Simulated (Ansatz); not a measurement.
## Abstraction of Cl: SiH2(SiH3)Cl + CHBr2 → SiH3(SiH2) + CHBr2Cl

Species: SiH2(SiH3)Cl, singlet; CHBr2 `Br[CH]Br`, doublet; SiH3(SiH2), doublet; CHBr2Cl (chlorodibromomethane) `ClC(Br)Br`, singlet. A radical takes Cl: the energy is the difference in strength between the Si–Cl bond broken and the C–Cl bond made.

Shapes, held fixed at every level: PBE0-D4/def2-TZVP. Programs: Ansatz 0.2.0. The zero-point and thermal change to 298 K, harmonic and unscaled (PBE0-D4/def2-TZVP), is +0.8 kJ/mol.

```json
{"level": "MP2/def2-SVP", "kind": "perturbation theory", "ΔH(298 K) (kJ/mol)": "+111.7", "less CCSD(T)/def2-TZVPP": "-16.6"}
{"level": "HF/def2-TZVPP", "kind": "Hartree–Fock", "ΔH(298 K) (kJ/mol)": "+166.7", "less CCSD(T)/def2-TZVPP": "+38.4"}
{"level": "r2SCAN-D4/def2-TZVPP", "kind": "meta-GGA", "ΔH(298 K) (kJ/mol)": "+135.5", "less CCSD(T)/def2-TZVPP": "+7.2"}
{"level": "BHLYP-D4/def2-TZVPP", "kind": "global hybrid", "ΔH(298 K) (kJ/mol)": "+146.7", "less CCSD(T)/def2-TZVPP": "+18.4"}
{"level": "PBE0-D4/def2-TZVPP", "kind": "global hybrid", "ΔH(298 K) (kJ/mol)": "+128.8", "less CCSD(T)/def2-TZVPP": "+0.5"}
{"level": "CCSD(T)/def2-SVP", "kind": "coupled cluster or CI", "ΔH(298 K) (kJ/mol)": "+121.3", "less CCSD(T)/def2-TZVPP": "-7.0"}
{"level": "CCSD/def2-SVP", "kind": "coupled cluster or CI", "ΔH(298 K) (kJ/mol)": "+126.0", "less CCSD(T)/def2-TZVPP": "-2.3"}
{"level": "CCSD(T)/def2-TZVPP", "kind": "coupled cluster or CI", "ΔH(298 K) (kJ/mol)": "+128.3", "less CCSD(T)/def2-TZVPP": "0.0"}
```

The highest level, CCSD(T)/def2-TZVPP, gives ΔH(298 K) = +128.3 kJ/mol; the levels span +111.7 to +166.7. The column of differences is taken from that level and isn't an error. No measured value is set beside it here. Open shells run unrestricted. Relativity is left out for Br. Outer-core shells of Br are correlated in most correlated rows, in sets that cover them unevenly.

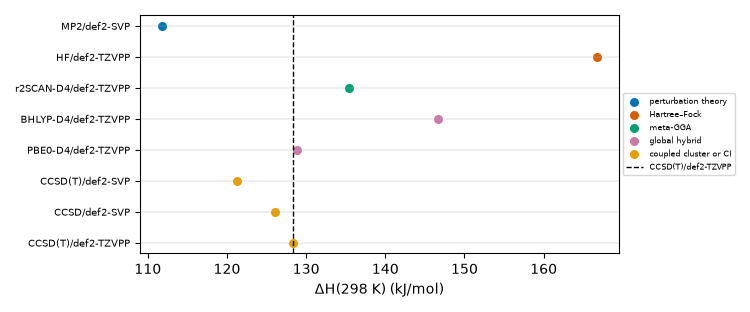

The values of the table, level by level.
